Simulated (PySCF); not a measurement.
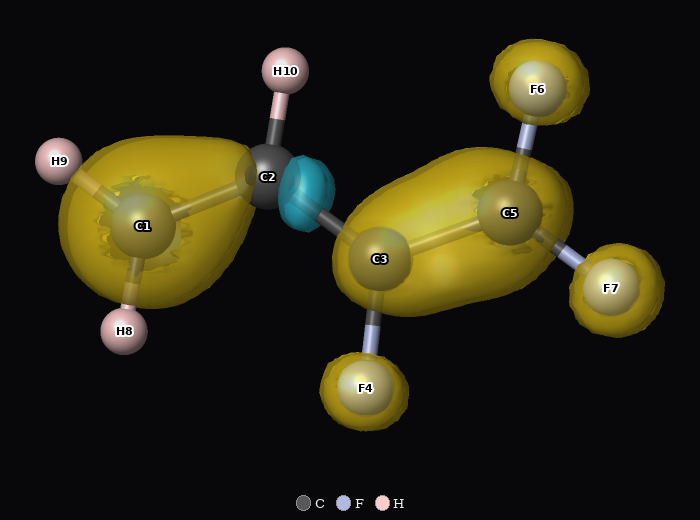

The picture shows: C$_{4}$H$_{3}$F$_{3}$ (SMILES [CH2][CH+]C(F)=C(F)F) (charge +1, doublet). Isosurfaces of the spin density (α minus β) at +0.02 (yellow) and −0.02 e/Å³ (cyan), seen across its widest extent.

Geometry: GFN2-xTB.

Method: UKS B3LYP, pcH-1 on C F H, non-relativistic, mean-field spin-orbit, GIAO (PySCF 2.14.0, density-fitted response routines).

```xyz
10

C     1.8614   -0.2356   -0.1925
C     0.5922   -0.3750    0.2900
C    -0.5055    0.3321   -0.2651
F    -0.3157    1.1488   -1.2737
C    -1.8223    0.2200    0.1985
F    -2.1426   -0.5464    1.1813
F    -2.8106    0.8598   -0.3053
H     2.0884    0.4230   -1.0218
H     2.6835   -0.7844    0.2446
H     0.3800   -1.0376    1.1215
```

> Where is the unpaired spin?

The unpaired spin (1 electron) lies mostly on C1 (about 0.3), C5 (about 0.3), C3 (about 0.2) and F7 (about 0.1), in electrons by Hirshfeld's partition.
